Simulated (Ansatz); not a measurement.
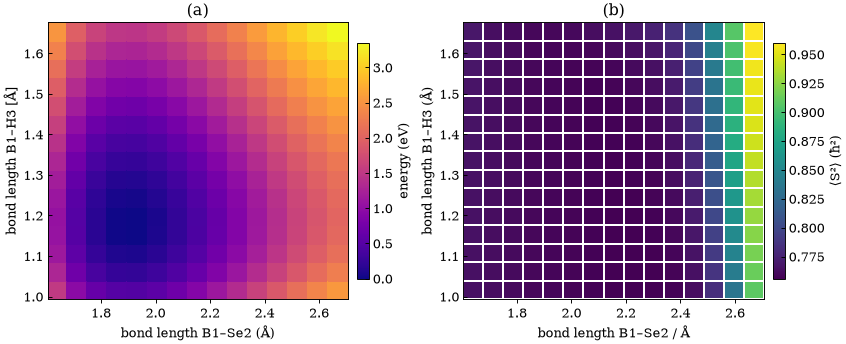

BH2Se, SMILES [BH][SeH], spin multiplicity 2. First axis: bond length B1–Se2. Second axis: bond length B1–H3. Nothing is relaxed (all other coordinates rigid). The grid has 15 × 15 points. Points are written as (first, second). All energies are given in eV relative to the lowest grid point. All numbers below come from UHF/def2-TZVP (Ansatz 0.2.0).

Panel (a) is the energy and panel (b) the computed ⟨S²⟩ on the same grid.

Drawn: one coloured cell a grid point.

### How does the ⟨S²⟩ vary over the map, and what is it at the lowest grid point?

Leaving out the highest fifth of the energies, it runs from 0.76 ħ² at (2.228 Å, 1.016 Å) to 0.93 ħ² at (2.669 Å, 1.199 Å). At the lowest grid point, (1.934 Å, 1.199 Å), it is 0.76 ħ².

| bond length B1–H3 ↓, bond length B1–Se2 → | 1.640 | 1.713 | 1.787 | 1.860 | 1.934 | 2.007 | 2.081 | 2.154 | 2.228 | 2.301 | 2.375 | 2.449 | 2.522 | 2.596 | 2.669 |
| --- | --- | --- | --- | --- | --- | --- | --- | --- | --- | --- | --- | --- | --- | --- | --- |
| 1.654 | 0.77 | 0.76 | 0.76 | 0.76 | 0.76 | 0.76 | 0.76 | 0.77 | 0.77 | 0.77 | 0.78 | 0.81 | 0.85 | 0.91 | 0.96 |
| 1.609 | 0.77 | 0.76 | 0.76 | 0.76 | 0.76 | 0.76 | 0.76 | 0.76 | 0.76 | 0.77 | 0.78 | 0.80 | 0.84 | 0.90 | 0.96 |
| 1.563 | 0.77 | 0.76 | 0.76 | 0.76 | 0.76 | 0.76 | 0.76 | 0.76 | 0.76 | 0.76 | 0.77 | 0.80 | 0.84 | 0.90 | 0.96 |
| 1.518 | 0.77 | 0.76 | 0.76 | 0.76 | 0.76 | 0.76 | 0.76 | 0.76 | 0.76 | 0.76 | 0.77 | 0.79 | 0.83 | 0.89 | 0.95 |
| 1.472 | 0.77 | 0.76 | 0.76 | 0.76 | 0.76 | 0.76 | 0.76 | 0.76 | 0.76 | 0.76 | 0.77 | 0.79 | 0.83 | 0.89 | 0.95 |
| 1.426 | 0.77 | 0.76 | 0.76 | 0.76 | 0.76 | 0.76 | 0.76 | 0.76 | 0.76 | 0.76 | 0.77 | 0.79 | 0.83 | 0.89 | 0.95 |
| 1.381 | 0.77 | 0.76 | 0.76 | 0.76 | 0.76 | 0.76 | 0.76 | 0.76 | 0.76 | 0.76 | 0.77 | 0.78 | 0.82 | 0.88 | 0.94 |
| 1.335 | 0.77 | 0.76 | 0.76 | 0.76 | 0.76 | 0.76 | 0.76 | 0.76 | 0.76 | 0.76 | 0.76 | 0.78 | 0.82 | 0.88 | 0.94 |
| 1.290 | 0.77 | 0.76 | 0.76 | 0.76 | 0.76 | 0.76 | 0.76 | 0.76 | 0.76 | 0.76 | 0.76 | 0.78 | 0.81 | 0.87 | 0.94 |
| 1.244 | 0.77 | 0.76 | 0.76 | 0.76 | 0.76 | 0.76 | 0.76 | 0.76 | 0.76 | 0.76 | 0.76 | 0.77 | 0.81 | 0.86 | 0.93 |
| 1.199 | 0.77 | 0.76 | 0.76 | 0.76 | 0.76 | 0.76 | 0.76 | 0.76 | 0.76 | 0.76 | 0.76 | 0.77 | 0.80 | 0.86 | 0.93 |
| 1.153 | 0.76 | 0.76 | 0.76 | 0.76 | 0.76 | 0.76 | 0.76 | 0.76 | 0.76 | 0.76 | 0.76 | 0.77 | 0.80 | 0.85 | 0.92 |
| 1.107 | 0.76 | 0.76 | 0.76 | 0.76 | 0.76 | 0.76 | 0.76 | 0.76 | 0.76 | 0.76 | 0.76 | 0.77 | 0.79 | 0.85 | 0.92 |
| 1.062 | 0.76 | 0.76 | 0.76 | 0.76 | 0.76 | 0.76 | 0.76 | 0.76 | 0.76 | 0.76 | 0.76 | 0.76 | 0.79 | 0.84 | 0.91 |
| 1.016 | 0.76 | 0.76 | 0.76 | 0.76 | 0.76 | 0.76 | 0.76 | 0.76 | 0.76 | 0.76 | 0.76 | 0.76 | 0.78 | 0.84 | 0.91 |
